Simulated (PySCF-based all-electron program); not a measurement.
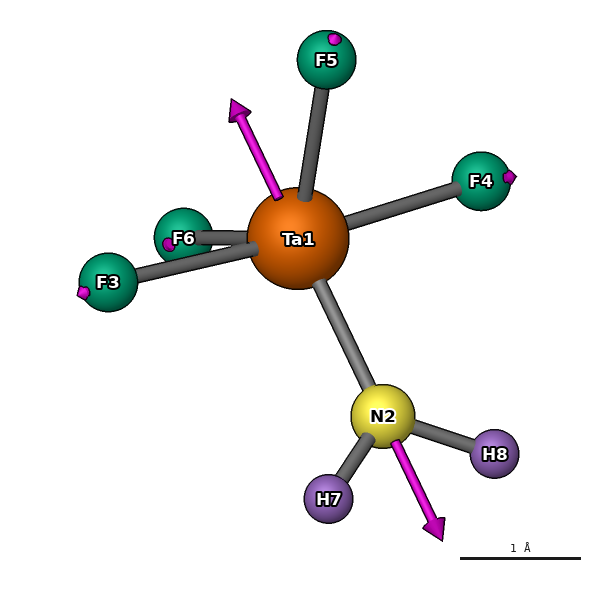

Arrows show the forces on the atoms, 0.1 Å of arrow for 1 eV/Å; forces under a tenth of the largest aren't drawn. The species is neutral and a spin singlet. Level of theory: PBE, all-electron, scalar-relativistic (Koelling-Harmon), large uncontracted Gaussian sets (PySCF-based all-electron program).

### Which bond do the forces act along most?

Ta1–N2, now 1.728 Å: the forces push its atoms apart, so a first step downhill lengthens it.

List the force components in the frame of the picture (x right, y up, z towards the viewer), in eV/Å.

| atom | Fx | Fy | Fz |
| --- | --- | --- | --- |
| Ta1 | −4.03 | 8.44 | −2.90 |
| N2 | 4.01 | −8.41 | 2.89 |
| F3 | −0.92 | −0.38 | 0.63 |
| F4 | 1.03 | 0.14 | −0.54 |
| F5 | 0.27 | 0.72 | 0.78 |
| F6 | −0.50 | −0.24 | −0.95 |
| H7 | −0.04 | −0.17 | 0.11 |
| H8 | 0.17 | −0.11 | −0.02 |
